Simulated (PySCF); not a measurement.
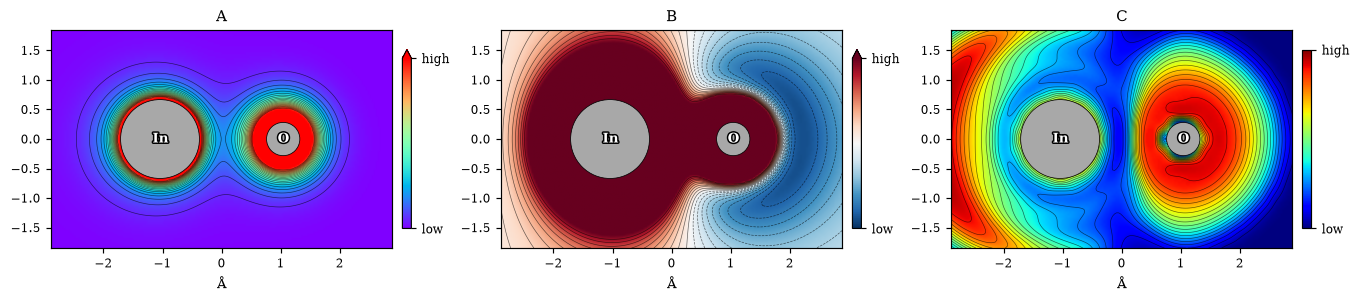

InO (doublet): 3 fields on a plane that holds the molecular axis, with unlabelled colour scales. Grey discs cover the atomic cores.

Method: PBE0/x2c-SVPall, spin-free X2C-1e, Gaussian nucleus, at a bond length of 2.085 Å (PySCF 2.14.0).

| atom | x (Å) | y (Å) | z (Å) |
| --- | --- | --- | --- |
| In | 0.0000 | 0.0000 | -0.2548 |
| O | 0.0000 | 0.0000 | 1.8302 |

Q: Match the panels to the quantities (electron density, electron localisation function and electrostatic potential).

A: Panel A: electron density. Panel B: electrostatic potential (strongly positive close to the atoms, with negative regions outside electron-rich atoms). Panel C: electron localisation function. From the grid: In–O (2.08 Å): the density is about 0.59 e/Å³ at the midpoint; the ELF peaks at about 0.90 in the valence shell of O, 0.6 Å from its nucleus, and drops to about 0.10 between the two atoms.
